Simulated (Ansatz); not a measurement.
## Pressure series in W

The reference is W in the bcc (W type) structure (space group Im-3m, No. 229; a = 3.184 Å).

Cell and atoms are relaxed at each pressure.

All numbers come from Kohn–Sham DFT with the PBE functional, run in Ansatz (a program for electronic structure) with PAW and 420 eV plane waves, no spin-orbit coupling.

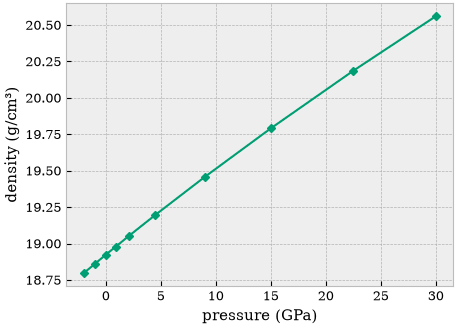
Fig. 1. Density against pressure

From the plot, what is the density for pressure 0.9 GPa?

About 19.0 g/cm³.

Is the trend monotonic over the range shown?

Yes, it rises throughout, spanning 18.80 g/cm³ to 20.56 g/cm³.

Load acts through the strain it causes; cell and atoms are relaxed under it. Stability against distortions was not tested. Competing high-pressure phases were not computed. All final runs are without spin polarisation.
